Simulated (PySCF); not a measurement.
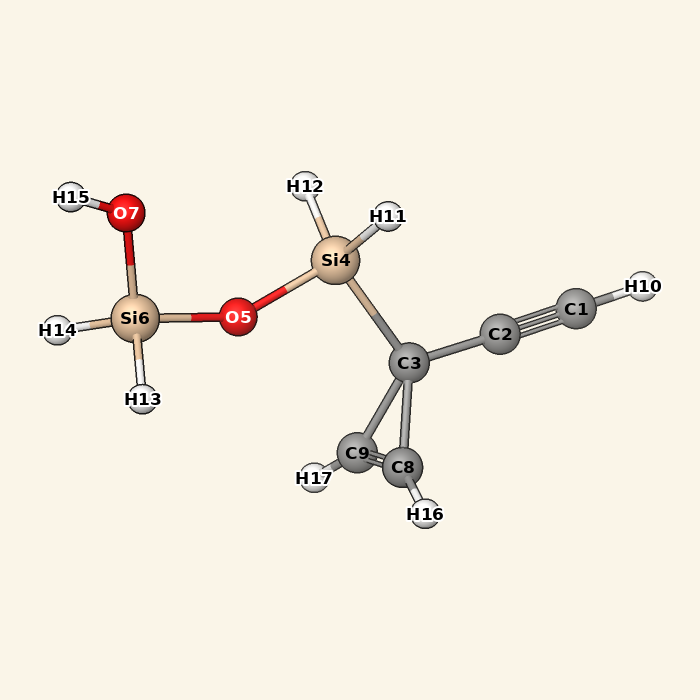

Computed geometry: GFN2-xTB optimisation. No frequency run is at hand to confirm it as a minimum. Electric field gradients from the ground-state density, PBE0/pcSseg-1 (PySCF 2.14.0), non-relativistic apart from any core potentials.

Give the largest field-gradient component, the quadrupole coupling constant and the asymmetry for 17O at O5 (Q = −25.6 mb), 17O at O7 (Q = −25.6 mb), 2H at H10 (Q = 2.86 mb), 2H at H11 (Q = 2.86 mb), 2H at H12 (Q = 2.86 mb), 2H at H13 (Q = 2.86 mb).

```csv
atom,V_zz (a.u.),e²qQ/h (MHz),η
O5,1.045,−6.29,0.25
O7,1.536,−9.24,0.55
H10,0.398,0.268,0.01
H11,0.160,0.108,0.02
H12,0.159,0.107,0.03
H13,0.161,0.108,0.01
```

The geometry is semi-empirical. Around Si such bond lengths and angles can be off by a tenth of an ångström or more and by several degrees, and values that hang on the shape move with them.
